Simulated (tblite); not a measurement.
C$_{6}$H$_{11}$NO: saddle-point search

The run: saddle-point search of C$_{6}$H$_{11}$NO, SMILES C=CC(=O)N(C)CC. Method and program: GFN2-xTB saddle search (eigenvector following) and harmonic vibrations, gas phase (tblite 0.8.0).

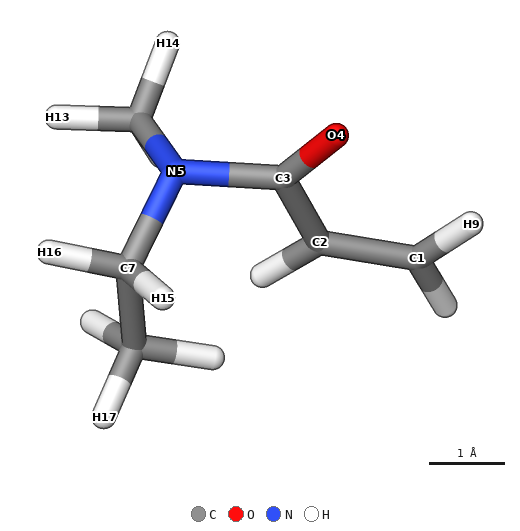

**Figure 1.** The starting structure (stick view, seen on its broad side; atoms are numbered from 1 in the order of the input). Bond lengths as drawn: C–C 1.33 to 1.53 Å, C–H 1.08 to 1.10 Å, C–N 1.44 to 1.46 Å and C–O 1.21 Å.

Input:
```
{"job": {"xc": "GFN2-xTB", "basis": "xTB", "kind": "saddle"}, "charge": 0, "multiplicity": 1}
C      3.178698    -0.199920    -0.843300
C      2.116658    -0.498232    -0.105114
C      0.839645     0.225560    -0.262787
O      0.661348     1.120820    -1.049995
N     -0.168178    -0.265868     0.637048
C     -0.544331    -1.630767     0.307968
C      0.187009    -0.059760     2.037967
C      1.326872    -0.916594     2.589657
H      3.122478     0.586601    -1.579294
H      4.118628    -0.715970    -0.743737
H      2.122451    -1.276318     0.642955
H      0.298485    -2.332100     0.330197
H     -1.304118    -1.957873     1.016150
H     -0.972666    -1.634476    -0.694972
H      0.445147     0.999163     2.137773
H     -0.725620    -0.240174     2.615350
H      1.563503    -0.596104     3.601213
H      1.045997    -1.966616     2.617261
H      2.214321    -0.807262     1.971140
```

The first line tells a small driver script what to run in tblite; the rest is the geometry in Å.

Machine: 1 CPU thread, shared host.

Launch command:
```bash
OMP_NUM_THREADS=1 python <driver script> task.json out
```

Output:
```
step      E/eV     max force
  0    -690.38517   1.4266
  1    -690.57514   1.0875
  2    -690.71988   0.8328
  3    -690.84345   0.5571
  4    -690.92563   0.3602
  5    -690.95444   0.3106
  6    -690.96657   0.1889
  7    -690.96566   0.3421
  8    -690.97113   0.1108
  9    -690.97033   0.1187
 10    -690.96826   0.1478
 11    -690.96689   0.1122
 12    -690.96680   0.0779
 13    -690.96685   0.0292
 14    -690.96685   0.0148
 15    -690.96686   0.0032
lowest wavenumbers (cm-1): -119.4 56.5 84.9 170.9 196.6 221.2
```

Trajectory as extended XYZ (Å, eV, eV/Å), 6 of the 12 frames kept, from step=0 to step=15:
```
19
Properties=species:S:1:pos:R:3:forces:R:3 step=0 energy=-690.38517
C     3.1787   -0.1999   -0.8433    0.0340   0.0410  -0.0460
C     2.1167   -0.4982   -0.1051    0.3990  -0.0920  -0.8870
C     0.8396    0.2256   -0.2628    0.0980   0.0360  -0.0460
O     0.6613    1.1208   -1.0500   -0.1840  -0.3530   0.4370
N    -0.1682   -0.2659    0.6370   -0.2800   0.1350  -0.0180
C    -0.5443   -1.6308    0.3080   -0.0670   0.1870  -0.0490
C     0.1870   -0.0598    2.0380   -0.1040   0.1330  -0.1700
C     1.3269   -0.9166    2.5897   -0.0070   0.0520   0.6250
H     3.1225    0.5866   -1.5793    0.0280   0.0220   0.0220
H     4.1186   -0.7160   -0.7437    0.0310  -0.0090  -0.0060
H     2.1225   -1.2763    0.6430    0.2290  -0.2190  -1.3910
H     0.2985   -2.3321    0.3302   -0.0750  -0.1300  -0.0240
H    -1.3041   -1.9579    1.0161    0.0080   0.0090  -0.0080
H    -0.9727   -1.6345   -0.6950    0.0070  -0.0080   0.0350
H     0.4451    0.9992    2.1378   -0.0170  -0.0250   0.0140
H    -0.7256   -0.2402    2.6154    0.0420   0.0050  -0.0030
H     1.5635   -0.5961    3.6012   -0.0870  -0.0250   0.0790
H     1.0460   -1.9666    2.6173   -0.0320  -0.0490   0.0580
H     2.2143   -0.8073    1.9711   -0.0190   0.2890   1.3780
19
Properties=species:S:1:pos:R:3:forces:R:3 step=2 energy=-690.71988
C     3.2102   -0.1601   -0.8455   -0.1590   0.0050   0.0360
C     2.1285   -0.5607   -0.1812    0.3380  -0.0110  -0.5230
C     0.8474    0.1773   -0.2722    0.0750   0.0090  -0.0360
O     0.6531    1.0997   -1.0207   -0.0430  -0.1860   0.2280
N    -0.1585   -0.2904    0.6385   -0.1180   0.0220  -0.0040
C    -0.5815   -1.6435    0.3285   -0.0300   0.0700   0.0010
C     0.1934   -0.0494    2.0307   -0.0520   0.0690  -0.0750
C     1.3311   -0.8978    2.6056   -0.0090   0.0360   0.3340
H     3.1652    0.6990   -1.5015   -0.0140  -0.0890   0.1020
H     4.1588   -0.6625   -0.7562    0.0170  -0.0050  -0.0220
H     2.1418   -1.4077    0.4940    0.1420  -0.0510  -0.8190
H     0.2225   -2.3911    0.3830   -0.0730  -0.0320  -0.0030
H    -1.3723   -1.9245    1.0238    0.0210   0.0210  -0.0140
H    -0.9868   -1.6480   -0.6837   -0.0020  -0.0080   0.0300
H     0.4620    1.0087    2.1040   -0.0340  -0.0080   0.0090
H    -0.7169   -0.2094    2.6164    0.0110  -0.0040  -0.0050
H     1.5290   -0.5903    3.6301   -0.0450  -0.0030   0.0150
H     1.0626   -1.9527    2.6148    0.0070   0.0020   0.0140
H     2.2366   -0.7623    2.0173   -0.0340   0.1610   0.7300
19
Properties=species:S:1:pos:R:3:forces:R:3 step=5 energy=-690.95444
C     3.2404   -0.0770   -0.9777    0.0380   0.0310  -0.0280
C     2.2025   -0.5619   -0.3100   -0.0380  -0.1580  -0.0490
C     0.9012    0.1479   -0.2820    0.0410  -0.0580   0.0480
O     0.6753    1.1201   -0.9514   -0.0300   0.1240  -0.0100
N    -0.0860   -0.3390    0.6335    0.0090  -0.0520   0.0510
C    -0.5719   -1.6775    0.3780   -0.0180  -0.0740   0.0400
C     0.2093   -0.0282    2.0205    0.0140  -0.0320   0.0830
C     1.2328   -0.9441    2.7161    0.0300   0.0970   0.0180
H     3.1365    0.8228   -1.5606   -0.0090   0.0370  -0.0140
H     4.2116   -0.5431   -0.9615   -0.0080  -0.0190  -0.0120
H     2.2850   -1.4568    0.2879    0.0080  -0.0730  -0.1680
H     0.1674   -2.4844    0.5319   -0.1030   0.1490  -0.0410
H    -1.4241   -1.8537    1.0446    0.1610   0.0060  -0.1270
H    -0.9246   -1.7202   -0.6544    0.0330  -0.0230   0.0750
H     0.5622    1.0088    2.0448   -0.0260  -0.0870   0.0290
H    -0.7406   -0.0769    2.5698    0.0910   0.0010  -0.0580
H     1.3561   -0.6242    3.7495   -0.0060   0.0090  -0.0620
H     0.8860   -1.9763    2.7241    0.0050   0.0540  -0.0100
H     2.2073   -0.9021    2.2223   -0.1930   0.0670   0.2340
19
Properties=species:S:1:pos:R:3:forces:R:3 step=9 energy=-690.97033
C     3.2560   -0.0430   -0.9349   -0.0320  -0.0080   0.0050
C     2.2071   -0.5960   -0.3378    0.0170  -0.0080  -0.0350
C     0.8915    0.0909   -0.3290   -0.0190   0.0590  -0.0360
O     0.6213    0.9896   -1.0831    0.0310  -0.0540   0.1010
N    -0.0702   -0.3449    0.6391    0.0160  -0.0040  -0.0180
C    -0.6148   -1.6595    0.3830    0.0050  -0.0080   0.0040
C     0.2437   -0.0318    2.0199   -0.0030  -0.0020   0.0090
C     1.2578   -0.9336    2.7367    0.0150   0.0090   0.0100
H     3.1511    0.8993   -1.4493   -0.0010  -0.0170   0.0170
H     4.2345   -0.4938   -0.9275   -0.0060  -0.0120  -0.0080
H     2.2833   -1.5348    0.1907   -0.0060  -0.0030  -0.0560
H     0.1042   -2.4851    0.4954   -0.0110   0.0220  -0.0030
H    -1.4438   -1.8222    1.0729    0.0300  -0.0050  -0.0170
H    -1.0039   -1.6765   -0.6355    0.0150  -0.0080   0.0170
H     0.6003    1.0018    2.0377   -0.0140  -0.0070   0.0030
H    -0.7049   -0.0693    2.5668    0.0040  -0.0010  -0.0080
H     1.3029   -0.6508    3.7864    0.0000  -0.0010  -0.0320
H     0.9547   -1.9775    2.6807    0.0110   0.0320   0.0030
H     2.2553   -0.8286    2.3131   -0.0530   0.0140   0.0430
19
Properties=species:S:1:pos:R:3:forces:R:3 step=12 energy=-690.96680
C     3.2720   -0.0206   -0.8746   -0.0180  -0.0030   0.0050
C     2.2136   -0.6019   -0.3258    0.0080   0.0130  -0.0100
C     0.8783    0.0474   -0.3575   -0.0170   0.0400  -0.0310
O     0.5754    0.8665   -1.1856    0.0180  -0.0570   0.0500
N    -0.0705   -0.3481    0.6377    0.0110  -0.0050  -0.0130
C    -0.6699   -1.6388    0.3840    0.0000   0.0030   0.0030
C     0.2627   -0.0441    2.0150   -0.0010   0.0000   0.0030
C     1.3051   -0.9212    2.7199    0.0010  -0.0030  -0.0060
H     3.1778    0.9444   -1.3466   -0.0010  -0.0120   0.0070
H     4.2509   -0.4707   -0.8662    0.0000   0.0000   0.0000
H     2.2800   -1.5666    0.1560    0.0010   0.0130  -0.0080
H     0.0210   -2.4876    0.5004   -0.0050   0.0080  -0.0010
H    -1.5037   -1.7719    1.0732    0.0050   0.0020  -0.0040
H    -1.0555   -1.6458   -0.6352    0.0010   0.0000   0.0020
H     0.5934    0.9982    2.0370   -0.0010  -0.0050   0.0020
H    -0.6792   -0.1065    2.5708    0.0060   0.0000  -0.0020
H     1.3258   -0.6628    3.7758    0.0010  -0.0010  -0.0020
H     1.0485   -1.9748    2.6342    0.0030   0.0100   0.0000
H     2.3007   -0.7610    2.3129   -0.0110  -0.0020   0.0040
19
Properties=species:S:1:pos:R:3:forces:R:3 step=15 energy=-690.96686
C     3.2714   -0.0234   -0.8756    0.0020   0.0020  -0.0010
C     2.2124   -0.6036   -0.3276    0.0000  -0.0030   0.0010
C     0.8790    0.0492   -0.3551   -0.0010   0.0000  -0.0020
O     0.5777    0.8712   -1.1797    0.0000   0.0010   0.0010
N    -0.0702   -0.3481    0.6384   -0.0010   0.0020   0.0010
C    -0.6680   -1.6390    0.3837   -0.0010  -0.0010  -0.0010
C     0.2602   -0.0441    2.0164    0.0000   0.0000   0.0000
C     1.3055   -0.9187    2.7196    0.0000   0.0000   0.0000
H     3.1789    0.9430   -1.3443    0.0000  -0.0010   0.0010
H     4.2493   -0.4759   -0.8693    0.0000   0.0000   0.0000
H     2.2776   -1.5695    0.1511    0.0000   0.0010  -0.0010
H     0.0224   -2.4873    0.5031    0.0000  -0.0010   0.0000
H    -1.5041   -1.7716    1.0699    0.0000   0.0000   0.0000
H    -1.0500   -1.6469   -0.6368    0.0000   0.0000   0.0010
H     0.5874    0.9991    2.0401    0.0000  -0.0010   0.0000
H    -0.6815   -0.1107    2.5715    0.0010   0.0000  -0.0010
H     1.3274   -0.6609    3.7756    0.0000   0.0000   0.0000
H     1.0513   -1.9727    2.6337    0.0000   0.0010   0.0000
H     2.2996   -0.7561    2.3109   -0.0010   0.0000   0.0010
```

Summary:

| quantity | value |
| --- | --- |
| outcome | converged |
| total energy | −690.9669 eV |
| point group | C1 |
| wall time | 5.1 s |
| peak memory | 0.2 GiB |
